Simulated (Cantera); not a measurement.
Charge: 1 mol HMDSO, 2.7 mol CO₂, 1.8 mol N₂, 6.9 mol H₂O, at 24.0 Pa.

Equilibrium computed with Cantera from the NASA thermochemical tables; the gas is ideal and each condensed phase is pure. Candidate condensed phases: C, C₆H₆, C₇H₈, C₈H₁₈, H₂O, Si, SiC, SiO₂, Si₂N₂O, Si₃N₄; 151 gas species. The feed counts by its element totals alone. The numbers say what is thermodynamically allowed, not how fast it happens.

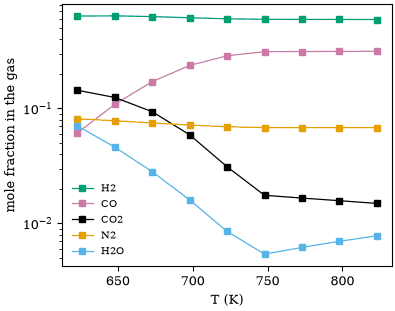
Figure: Equilibrium gas composition (values under 1e-9 drawn at 1e-9)

Question: Read off the mole fractions at 673 K.

Answer: H₂ about 0.63, CO about 0.17, CO₂ about 0.094, N₂ about 0.075, H₂O about 0.028.
